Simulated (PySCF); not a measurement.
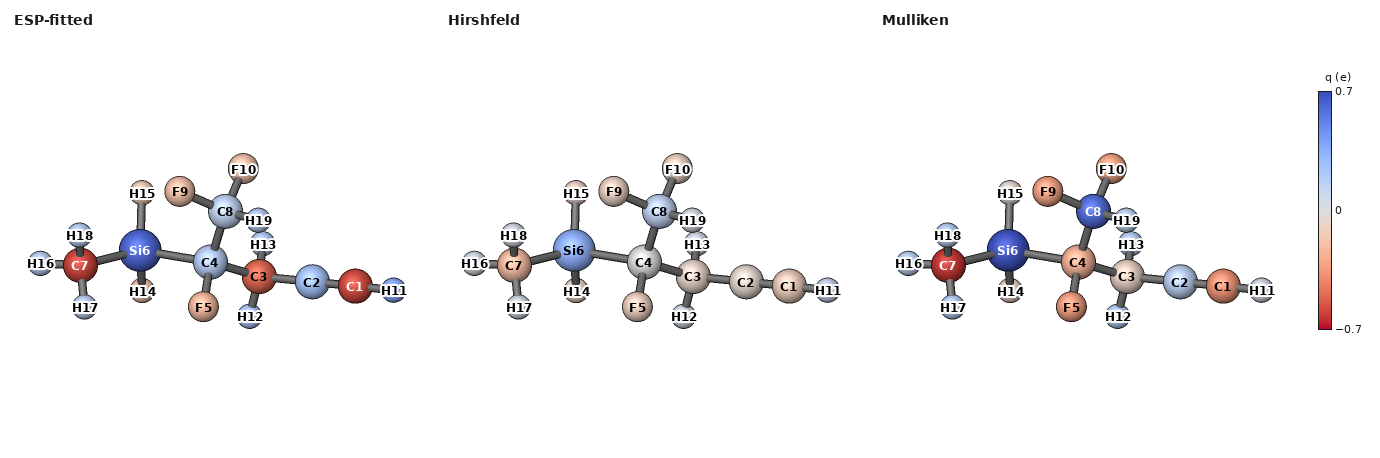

Atomic charges of one calculation by 3 schemes, on one colour scale. Computed geometry: GFN2-xTB optimisation. No frequency run is at hand to confirm it as a minimum. Computed with PBE0/pcSseg-1 (PySCF 2.14.0).

Question: On which atom do the schemes disagree most?

Answer: On C1 (from −0.57 to −0.11 e); C8 (from 0.13 to 0.59 e).

List the charges (e), one line for each set of equivalent atoms.

| atom | ESP-fitted | Hirshfeld | Mulliken |
| --- | --- | --- | --- |
| C1 | −0.57 | −0.11 | −0.35 |
| C2 | 0.24 | −0.04 | 0.15 |
| C3 | −0.50 | −0.07 | −0.09 |
| C4 | 0.17 | 0.01 | −0.24 |
| F5 | −0.21 | −0.10 | −0.33 |
| Si6 | 0.60 | 0.33 | 0.66 |
| C7 | −0.59 | −0.21 | −0.62 |
| C8 | 0.13 | 0.13 | 0.59 |
| F9 | −0.18 | −0.09 | −0.30 |
| F10 | −0.17 | −0.09 | −0.30 |
| H11 | 0.35 | 0.09 | 0.04 |
| H12 | 0.21 | 0.06 | 0.18 |
| H13 | 0.18 | 0.06 | 0.17 |
| H14 | −0.16 | −0.08 | −0.09 |
| H15 | −0.13 | −0.07 | −0.05 |
| H16 | 0.15 | 0.05 | 0.14 |
| H17 | 0.15 | 0.05 | 0.15 |
| H18 | 0.15 | 0.04 | 0.16 |
| H19 | 0.17 | 0.04 | 0.13 |

The geometry is semi-empirical. Around Si such bond lengths and angles can be off by a tenth of an ångström or more and by several degrees, and values that hang on the shape move with them.
